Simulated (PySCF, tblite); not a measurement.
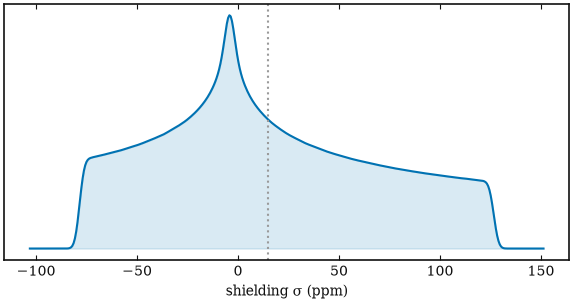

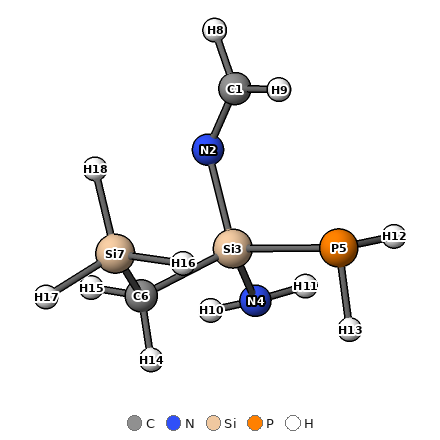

Static powder pattern (¹³C) from GIAO shielding tensors of C₂H₁₁N₂PSi₂, SMILES C=N[Si@@](N)(P)C[SiH3], PBE0/pcSseg-1 with PySCF 2.14.0, at a GFN2-xTB geometry (a minimum by its frequencies); absolute shielding, one fixed geometry of the isolated molecule without any motion, no dipolar terms. The dotted line is the isotropic value; skew is 3(σiso − σ22)/span.

**The pattern belongs to C1. Give the principal values, span and skew.**

C1: σ11, σ22, σ33 = −78, −4, 127 ppm, isotropic 15, span 205 ppm, skew 0.28.

Known limits of this run: the tight-binding geometry is rougher than a DFT one and adds to the error; one conformer of a flexible molecule.
